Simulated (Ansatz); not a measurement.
```cif
data_structure
_symmetry_space_group_name_H-M 'P 1'
_symmetry_Int_Tables_number 1
_cell_length_a 4.1453
_cell_length_b 4.1453
_cell_length_c 4.1455
_cell_angle_alpha 90.000
_cell_angle_beta 90.000
_cell_angle_gamma 90.000
_cell_volume 71.23
loop_
_atom_site_label
_atom_site_type_symbol
_atom_site_fract_x
_atom_site_fract_y
_atom_site_fract_z
_atom_site_occupancy
Al1 Al 0.50000 0.50000 0.50000 1
Cu1 Cu 0.50000 0.00000 0.00000 1
Cu2 Cu 0.00000 0.50000 0.00000 1
Cu3 Cu 0.00000 0.00000 0.50000 1
N1 N 0.50000 0.50000 0.00000 1
N2 N 0.50000 0.00000 0.50000 1
N3 N 0.00000 0.50000 0.50000 1
N4 N 0.00000 0.00000 0.00000 1
```

Space group Pm-3m; a generated structure, not necessarily the stable one; computed without spin polarisation.

All numbers below come from DFT PBE, scalar-relativistic, plane waves, PAW (Ansatz 0.2.0).

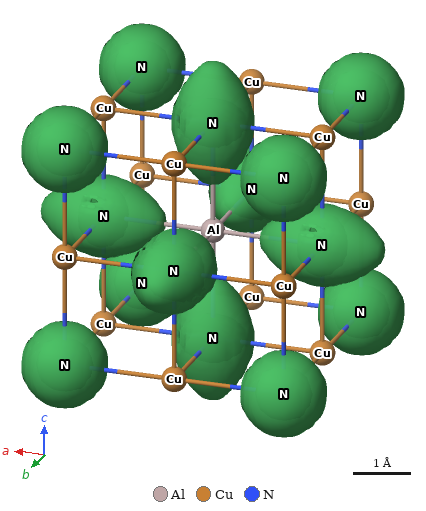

AlCu3N4. Isosurface of the ELF at 0.75 (green), seen at an oblique angle. Only the valence region is drawn (cores and ρ < 0.01 e/Å³ removed). Sticks mark near contacts.

In a PAW calculation such maps are meaningful between the atoms, not at the nuclei.

### What do the ELF domains correspond to?

The ELF exceeds this value in three regions on N in which the atom's valence shell and bonds are merged and one region wrapped around N (its valence shell), counted in one cell of 8 atoms. Any copies at cell faces, edges or corners count once.

Values along the shortest contacts:
Al–N (2.07 Å): the ELF peaks at about 0.90 in the valence shell of N, 0.8 Å from its nucleus, and is about 0.80 at the midpoint. Cu–N (2.07 Å): the ELF peaks at about 0.80 in the valence shell of N, 0.6 Å from its nucleus, and is about 0.25 at the midpoint.
